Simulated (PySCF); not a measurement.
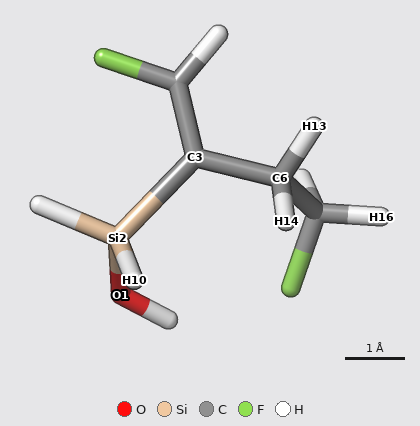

Figure 1. The structure as given in the input (stick view, seen at a tilt; atoms are numbered from 1 in the order of the input). Bond lengths as drawn: C–C 1.32 to 1.53 Å, C–F 1.35 to 1.38 Å, C–H 1.08 to 1.09 Å, C–Si 1.91 Å, H–O 0.96 Å, H–Si 1.45 to 1.47 Å and O–Si 1.62 Å.

# NMR shielding calculation, with input and output: C4H8F2OSi

System: C4H8F2OSi.
Method: GIAO PBE0/pcSseg-1 NMR shielding, non-relativistic, gas phase (PySCF 2.14.0).

The geometry comes from this level: GFN2-xTB. It belongs to a series of runs on one base structure; here: H on C replaced by F. Figures and captions count atoms from 1; the log counts them from 0 in places.

## Log
```
coarse grid: 14192 points
cycle   1  E = -720.8074690427  dE =  9.523e-01  |g| = 9.052e-01  |ddm| = 3.518e+00
cycle   2  E = -720.6283737531  dE =  1.791e-01  |g| = 1.348e+00  |ddm| = 1.798e+00
cycle   3  E = -720.9478691811  dE = -3.195e-01  |g| = 1.066e-01  |ddm| = 1.273e+00
cycle   4  E = -720.9499439452  dE = -2.075e-03  |g| = 4.819e-02  |ddm| = 1.373e-01
cycle   5  E = -720.9503423498  dE = -3.984e-04  |g| = 1.088e-02  |ddm| = 4.002e-02
cycle   6  E = -720.9503589084  dE = -1.656e-05  |g| = 4.077e-03  |ddm| = 9.678e-03
cycle   7  E = -720.9503621537  dE = -3.245e-06  |g| = 5.564e-04  |ddm| = 3.444e-03
final grid: 134152 points
cycle   8  E = -721.0206672747  dE = -3.979e-05  |g| = 9.057e-03  |ddm| = 2.528e-02
cycle   9  E = -721.0206509998  dE =  1.627e-05  |g| = 1.313e-02  |ddm| = 1.692e-02
cycle  10  E = -721.0206845391  dE = -3.354e-05  |g| = 1.446e-03  |ddm| = 1.023e-02
cycle  11  E = -721.0206849366  dE = -3.975e-07  |g| = 3.348e-04  |ddm| = 1.406e-03
cycle  12  E = -721.0206849563  dE = -1.973e-08  |g| = 1.712e-04  |ddm| = 3.853e-04
cycle  13  E = -721.0206849630  dE = -6.731e-09  |g| = 2.297e-05  |ddm| = 1.558e-04
cycle  14  E = -721.0206849631  dE = -1.028e-10  |g| = 7.998e-06  |ddm| = 2.632e-05
```

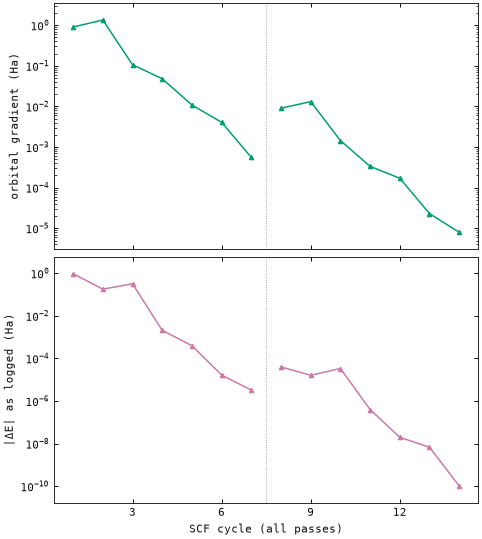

Figure 2. Convergence of the self-consistent field: orbital gradient and size of the energy change against the SCF cycle. The dotted line marks the change from a coarse to the final integration grid. The first 7 cycles use a coarse grid, the final grid takes over at cycle 8, and the field converges after 14 cycles in all.

```
converged SCF energy = -721.0206849631

GIAO shielding tensors (ppm)
atom      isotropic    diamagn.    paramagn.     s11        s22        s33       span
  0 O      316.836     389.089     -72.253    293.711    312.895    343.903     50.192
  1 Si     385.069     879.541    -494.472    357.074    368.498    429.635     72.561
  2 C       61.159     265.611    -204.452    -51.936     67.143    168.268    220.204
  3 C       21.524     249.287    -227.763    -77.853     63.597     78.826    156.678
  4 F      266.717     472.321    -205.604    157.369    276.406    366.377    209.008
  5 C      150.323     248.236     -97.913    139.825    150.301    160.842     21.017
  6 C       95.084     242.667    -147.583     61.019     83.425    140.808     79.789
  7 F      415.282     475.967     -60.685    374.199    404.162    467.485     93.286
  8 H       29.640      32.298      -2.658     19.453     26.534     42.933     23.481
  9 H       26.645      29.371      -2.727     23.651     24.889     31.393      7.742
 10 H       26.374      29.031      -2.657     22.555     25.384     31.184      8.629
 11 H       24.648      30.901      -6.253     21.761     23.721     28.462      6.701
 12 H       29.684      31.657      -1.973     25.069     28.941     35.043      9.973
 13 H       29.016      31.199      -2.183     26.015     27.563     33.469      7.454
 14 H       27.239      30.087      -2.848     23.223     27.419     31.074      7.851
 15 H       26.625      28.287      -1.662     21.928     27.105     30.844      8.916
```

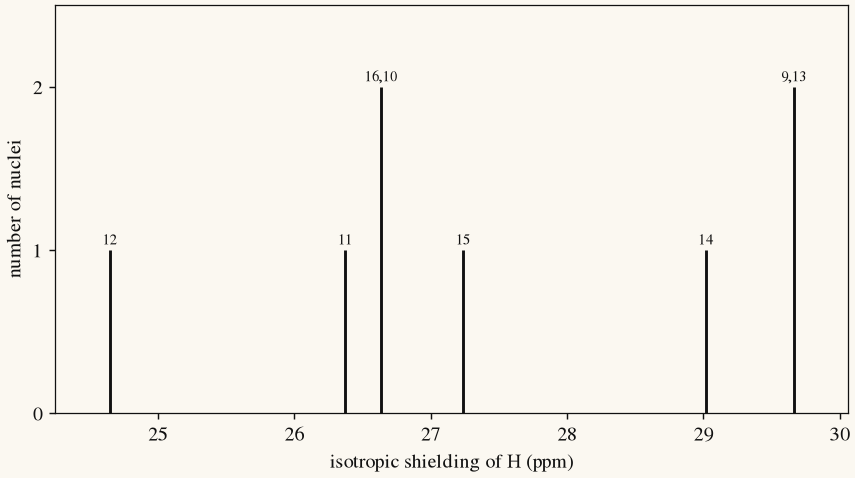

Figure 3. Isotropic shieldings of the hydrogen nuclei in this fixed geometry, labelled by atom number; shielding grows to the right, so chemical shift grows to the left. The least shielded is H12 (24.6 ppm), the most shielded H13 (29.7 ppm).

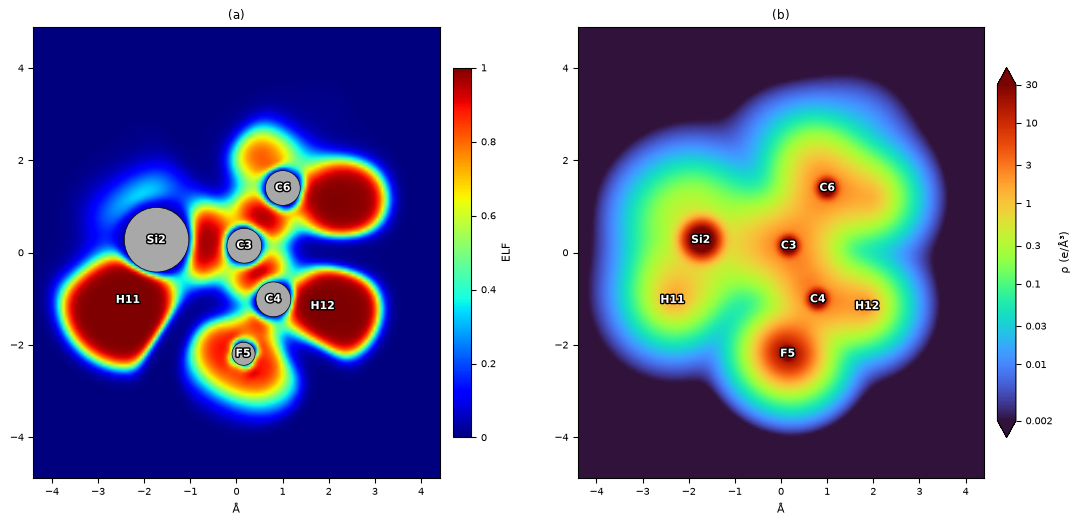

Figure 4. (a) electron localisation function; (b) total electron density on the plane of atoms F5, C4 and H12. Grey discs, where drawn, cover atomic cores. C–C (1.32 Å): ρ at the midpoint is about 2.3 e/Å³; the ELF peaks at about 0.95 between the atoms (a multiple bond by its length, whose ELF region spreads away from the axis). C–Si (1.91 Å): ρ at the midpoint is about 0.9 e/Å³; the ELF peaks at about 0.95 between the atoms, which marks localised, shared-pair bonding. C–C (1.51 Å): ρ at the midpoint is about 1.7 e/Å³; the ELF peaks at about 0.95 between the atoms, as expected for localised, shared-pair bonding. C–H (1.08 Å): ρ at the midpoint is about 2.1 e/Å³; the ELF climbs to about 1 towards the hydrogen, as it does in any bond to H; a covalent bond by its length.

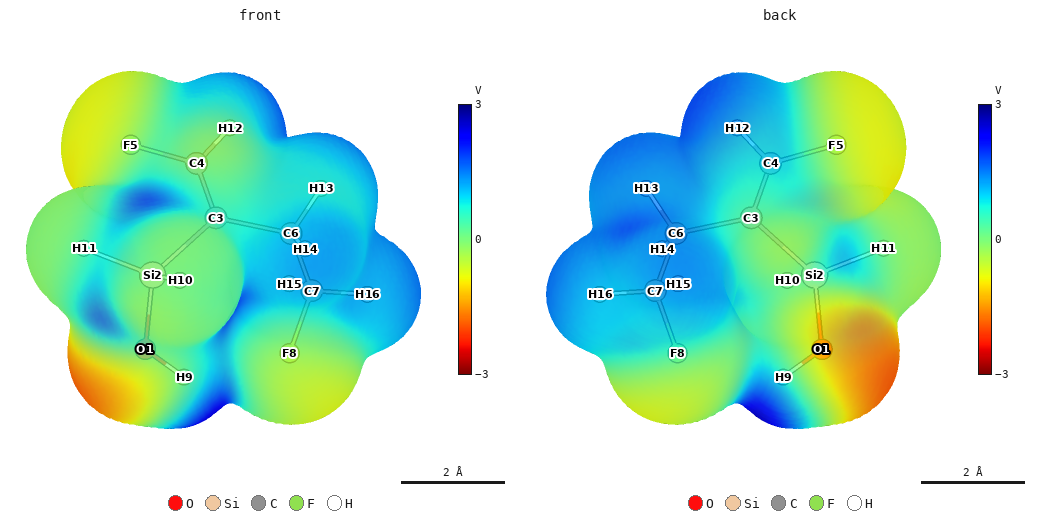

Figure 5. The molecular electrostatic potential painted on the density surface at 0.004 e/bohr³, seen at a tilt and from behind; the colour scale runs from red (negative) to blue (positive). Its dipole moment is 3.86 D.

The run was set up as follows.

## The input
```
{"job": {"kind": "nmr", "xc": "PBE0", "basis": "pcSseg-1"}, "charge": 0, "multiplicity": 1}
O     -2.265882    -1.085593    -0.188117
Si    -1.562651    -0.267727     1.017713
C      0.013364     0.644598     0.452868
C      0.079012     1.961758     0.369337
F     -0.966633     2.761783     0.647577
C      1.249791    -0.142213     0.108430
C      1.181352    -0.755458    -1.287669
F      0.306079    -1.819427    -1.321221
H     -1.780841    -1.700497    -0.735858
H     -1.104415    -1.167964     2.083391
H     -2.599374     0.667543     1.406769
H      0.947541     2.546786     0.086385
H      2.131775     0.502230     0.135781
H      1.386354    -0.949466     0.830366
H      0.822187    -0.033382    -2.026997
H      2.154742    -1.154025    -1.590163
```

The first line tells a small driver script what to run in PySCF; the rest is the geometry in Å.

Command:
```bash
OMP_NUM_THREADS=1 python <driver script> task.json out
```

## Summary

| quantity | value |
| --- | --- |
| outcome | converged |
| total energy | −721.020685 hartree |
| HOMO | −7.60 eV |
| LUMO | −0.44 eV |
| dipole moment | 3.86 D |
| isotropic shielding, O | 316.8 ppm |
| isotropic shielding, Si | 385.1 ppm |
| isotropic shielding, C | 21.5 to 150.3 ppm |
| isotropic shielding, F | 266.7 to 415.3 ppm |
| isotropic shielding, H | 24.6 to 29.7 ppm |
| hardware | 1 CPU thread, shared host |
| wall time | 33 s |
| peak memory | 0.83 GiB |
